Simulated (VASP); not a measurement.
Band structure of CoGa (CsCl type). Level of theory: revPBE GGA, VASP's PBE PAW potentials (set 64) (plane waves; VASP 6.6.1).

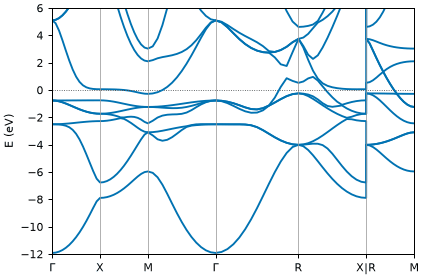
Figure: Bands along high-symmetry lines, zero at the valence-band maximum or, without a gap, the Fermi level

Task: Read the plot: is there a gap, and where are the band edges?

Result: It has no gap at this level: it comes out as a metal or semimetal. (Edges off the drawn lines would not show.)

The compound is CoGa in the CsCl type structure. It was relaxed first. The run is not spin-polarised, so no magnetic state was tried.
